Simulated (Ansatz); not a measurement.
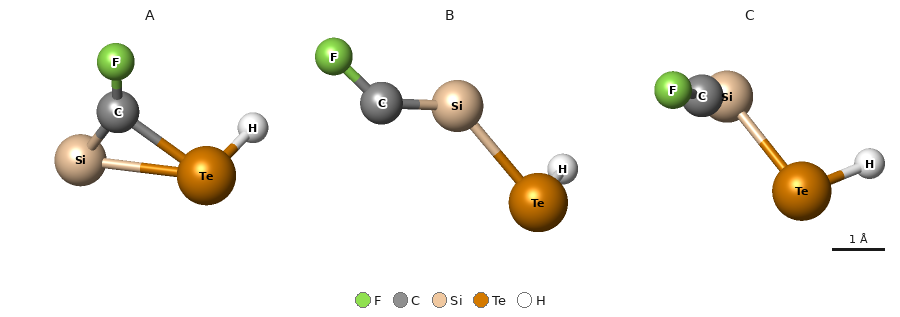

3 geometries from one relaxation of CHFSiTe, in shuffled order. A ball-and-stick model, seen from a free direction.

Theory: RKS PBE0-D4/def2-TZVP (Ansatz 0.2.0). Set-up: force threshold 0.005 eV/Å; at most 200 steps.

Question: Order the frames from highest to lowest energy.

Answer: B, C, A. They are steps 0, 26, 38, at +33.4 kcal/mol, +19.9 kcal/mol relative to the last. Over 32 accepted moves (38 points after the start) the energy falls by 33.4 kcal/mol. Largest force component: 1.9 eV/Å at the start, 0.0023 eV/Å at the end. The line search rejected the trial steps at points 2, 7, 14, 22, 31, 35 of the run. The Si atom moves most after the best rigid fit: 2.04 Å. Largest moves by element: Si 2.04 Å, F 1.61 Å, H 1.18 Å, Te 0.93 Å, C 0.89 Å. Some distances before and after: C–Te 3.809 → 2.141 Å, Si–Te 2.480 → 2.684 Å, H–Te 1.661 → 1.681 Å, C–F 1.334 → 1.316 Å. New bonds form, among them: C–Te (3.81 → 2.14 Å). Bond angles that change, for instance: C–Si–Te 129.5° → 52.8°, F–C–Si 137.2° → 151.1°, Si–Te–H 89.4° → 101.0°. Groups turn about Si–Te by about 115°. The run took 2.4 min on 2 threads of Arm Neoverse V1 (shared host).
